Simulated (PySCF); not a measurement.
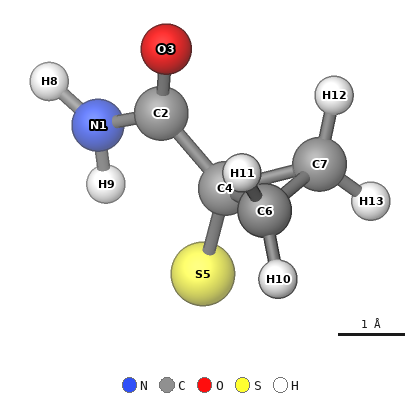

Fig. 1: The structure (ball-and-stick view, seen at a tilt; atoms are numbered from 1 in the order of the input). Bond lengths as drawn: C–C 1.49 to 1.51 Å, C–H 1.08 Å, C–N 1.34 Å, C–O 1.23 Å, C–S 1.78 Å and H–N 1.00 to 1.04 Å.

**C4H6NOS: a changed input and its effect**

System: C4H6NOS, charge −1, SMILES NC(=O)C1([S-])CC1.
Method of run A: GIAO PBE0/pcSseg-1 NMR shielding, non-relativistic, gas phase (PySCF 2.14.0).

The geometry comes from this level: GFN2-xTB. Text and figures count atoms from 1; the logs count them from 0 in places.

Input, run A:
```
{"job": {"kind": "nmr", "xc": "PBE0", "basis": "pcSseg-1"}, "charge": -1, "multiplicity": 1}
N      2.169029     0.202396    -0.341697
C      1.032399    -0.144577     0.278615
O      0.980052    -0.634805     1.402494
C     -0.172089     0.139398    -0.567466
S      0.180330     0.858847    -2.162277
C     -1.421733     0.538318     0.185474
C     -1.324750    -0.826801    -0.410431
H      3.072294     0.085650     0.081560
H      1.988842     0.600793    -1.284345
H     -2.070845     1.261502    -0.288568
H     -1.347473     0.627793     1.261610
H     -1.183493    -1.663793     0.261234
H     -1.906952    -1.044235    -1.295178
```

The first line tells a small driver script what to run in PySCF; the rest is the geometry in Å.

Command:
```bash
OMP_NUM_THREADS=1 python <driver script> task.json out
```

Hardware: 1 CPU thread, shared host.

Output (run A):
```
coarse grid: 11840 points
cycle   1  E = -683.5112018519  dE =  1.200e+00  |g| = 8.729e-01  |ddm| = 3.446e+00
cycle   2  E = -683.1970319159  dE =  3.142e-01  |g| = 1.571e+00  |ddm| = 2.542e+00
cycle   3  E = -683.6638958197  dE = -4.669e-01  |g| = 2.669e-01  |ddm| = 1.728e+00
cycle   4  E = -683.6798481357  dE = -1.595e-02  |g| = 5.668e-02  |ddm| = 3.307e-01
cycle   5  E = -683.6803329880  dE = -4.849e-04  |g| = 2.370e-02  |ddm| = 5.916e-02
cycle   6  E = -683.6804586379  dE = -1.256e-04  |g| = 4.824e-03  |ddm| = 2.815e-02
cycle   7  E = -683.6804624675  dE = -3.830e-06  |g| = 1.517e-03  |ddm| = 5.005e-03
final grid: 111016 points
cycle   8  E = -683.7314019772  dE = -1.769e-05  |g| = 1.423e-02  |ddm| = 3.423e-02
cycle   9  E = -683.7313044008  dE =  9.758e-05  |g| = 2.633e-02  |ddm| = 3.818e-02
cycle  10  E = -683.7314434788  dE = -1.391e-04  |g| = 2.430e-03  |ddm| = 2.502e-02
cycle  11  E = -683.7314447361  dE = -1.257e-06  |g| = 2.324e-04  |ddm| = 2.724e-03
cycle  12  E = -683.7314447450  dE = -8.894e-09  |g| = 1.580e-04  |ddm| = 5.918e-04
cycle  13  E = -683.7314447507  dE = -5.756e-09  |g| = 3.891e-05  |ddm| = 1.998e-04
cycle  14  E = -683.7314447510  dE = -3.167e-10  |g| = 8.733e-06  |ddm| = 4.055e-05
converged SCF energy = -683.7314447510

GIAO shielding tensors (ppm)
atom      isotropic    diamagn.    paramagn.     s11        s22        s33       span
  0 N      129.934     323.439    -193.506     37.954    157.057    194.790    156.836
  1 C        2.464     242.584    -240.120    -70.375    -22.875    100.642    171.017
  2 O        7.829     404.604    -396.775   -235.103   -140.222    398.813    633.916
  3 C      157.194     249.616     -92.422    125.270    134.041    212.272     87.002
  4 S      597.069    1058.192    -461.123    340.276    512.284    938.647    598.371
  5 C      162.025     251.269     -89.244    118.559    173.092    194.425     75.866
  6 C      161.995     251.894     -89.899    118.509    173.085    194.389     75.880
  7 H       27.728      31.371      -3.643     22.802     26.169     34.211     11.409
  8 H       18.418      31.361     -12.943      3.894     17.801     33.559     29.665
  9 H       31.505      31.654      -0.149     25.732     29.548     39.235     13.503
 10 H       30.749      31.743      -0.993     24.861     28.634     38.753     13.893
 11 H       30.755      31.817      -1.063     24.872     28.640     38.752     13.880
 12 H       31.500      31.756      -0.257     25.729     29.545     39.225     13.496
```

For run B the input was changed thus:
```diff
+"pop": true
+"scf": {"level_shift": 0.2}
```

How does run B compare with run A?

The energy doesn't change within 0.01 kcal/mol. No shielding changes by as much as 0.05 ppm. The SCF takes 12 iterations against 14.

Output (run B):
```
final grid: 111016 points
cycle   1  E = -683.5363201783  dE =  1.227e+00  |g| = 9.260e-01  |ddm| = 3.350e+00
cycle   2  E = -683.5020733438  dE =  3.425e-02  |g| = 1.156e+00  |ddm| = 1.891e+00
cycle   3  E = -683.7198390775  dE = -2.178e-01  |g| = 2.193e-01  |ddm| = 6.858e-01
cycle   4  E = -683.7308719816  dE = -1.103e-02  |g| = 4.827e-02  |ddm| = 2.827e-01
cycle   5  E = -683.7314087482  dE = -5.368e-04  |g| = 1.074e-02  |ddm| = 7.661e-02
cycle   6  E = -683.7314380106  dE = -2.926e-05  |g| = 5.400e-03  |ddm| = 2.052e-02
cycle   7  E = -683.7314436195  dE = -5.609e-06  |g| = 2.195e-03  |ddm| = 6.628e-03
cycle   8  E = -683.7314446432  dE = -1.024e-06  |g| = 5.080e-04  |ddm| = 3.384e-03
cycle   9  E = -683.7314447355  dE = -9.228e-08  |g| = 1.317e-04  |ddm| = 1.322e-03
cycle  10  E = -683.7314447477  dE = -1.220e-08  |g| = 5.012e-05  |ddm| = 5.876e-04
cycle  11  E = -683.7314447502  dE = -2.457e-09  |g| = 2.688e-05  |ddm| = 2.552e-04
cycle  12  E = -683.7314447509  dE = -6.958e-10  |g| = 1.011e-05  |ddm| = 1.400e-04
level shift removed, Fock matrix diagonalised once more
converged SCF energy = -683.7314447509

GIAO shielding tensors (ppm)
atom      isotropic    diamagn.    paramagn.     s11        s22        s33       span
  0 N      129.936     323.439    -193.503     37.958    157.059    194.792    156.834
  1 C        2.464     242.584    -240.120    -70.374    -22.875    100.642    171.016
  2 O        7.832     404.605    -396.773   -235.098   -140.220    398.814    633.912
  3 C      157.194     249.616     -92.422    125.270    134.040    212.272     87.002
  4 S      597.066    1058.192    -461.126    340.272    512.279    938.647    598.374
  5 C      162.026     251.269     -89.244    118.559    173.092    194.425     75.866
  6 C      161.995     251.894     -89.899    118.509    173.085    194.390     75.880
  7 H       27.728      31.371      -3.643     22.802     26.169     34.211     11.409
  8 H       18.418      31.361     -12.943      3.894     17.802     33.559     29.665
  9 H       31.505      31.654      -0.149     25.732     29.548     39.235     13.503
 10 H       30.749      31.743      -0.993     24.861     28.634     38.753     13.893
 11 H       30.755      31.817      -1.063     24.872     28.640     38.752     13.880
 12 H       31.500      31.756      -0.257     25.729     29.545     39.225     13.496
```

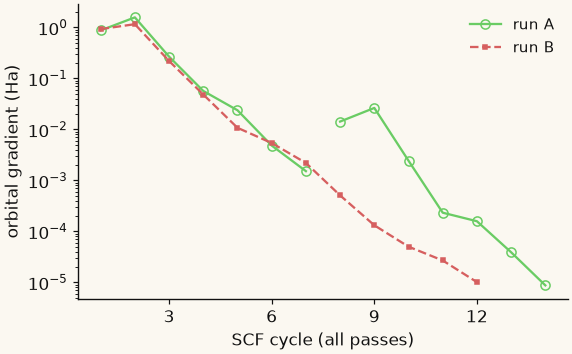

Fig. 2: Convergence of the two runs: orbital gradient against the SCF cycle. A break in a curve parts two SCF passes (coarse and final grid). Run A takes 14 cycles in all, and run B takes 12.

The two runs side by side:

| quantity | run A | run B |
| --- | --- | --- |
| outcome | converged | converged |
| total energy (hartree) | −683.731445 | −683.731445 |
| HOMO (eV) | −0.18 | −0.18 |
| LUMO (eV) | 5.40 | 5.40 |
| shielding of N1 (ppm) | 129.9 | 129.9 |
| shielding of C2 (ppm) | 2.5 | 2.5 |
| shielding of O3 (ppm) | 7.8 | 7.8 |
| shielding of C4 (ppm) | 157.2 | 157.2 |
| shielding of S5 (ppm) | 597.1 | 597.1 |
| shielding of C6 (ppm) | 162.0 | 162.0 |
| shielding of C7 (ppm) | 162.0 | 162.0 |
| SCF iterations | 14 | 12 |
| basis functions | 156 | 156 |
| wall time (shared host) | 30 s | 33 s |
